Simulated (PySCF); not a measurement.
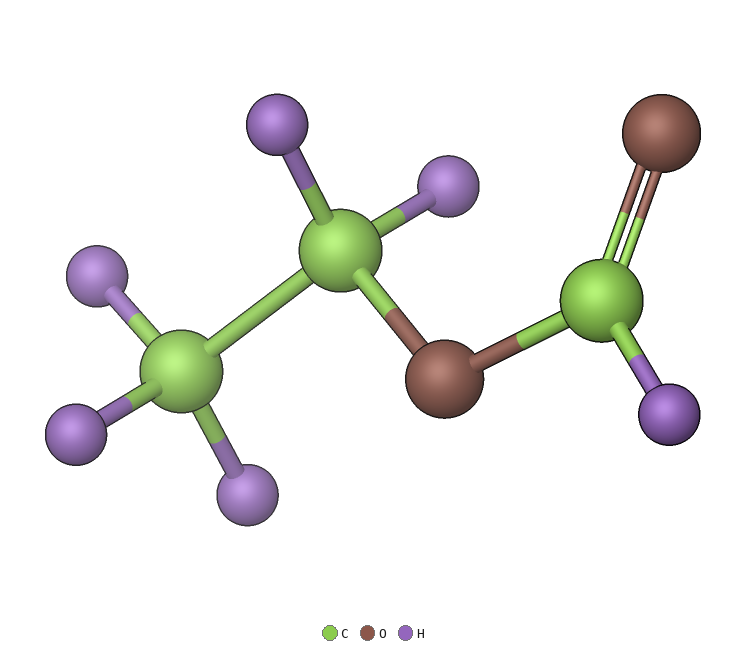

The computed structure is the end point of a PBE0-D3(BJ)/def2-SVP optimisation. No frequency run is at hand to confirm it as a minimum.

Draw it as a skeletal formula.

SMILES: CCOC=O

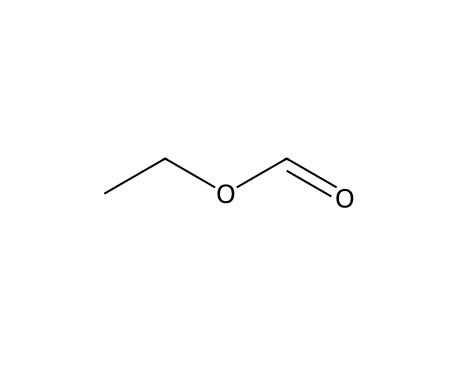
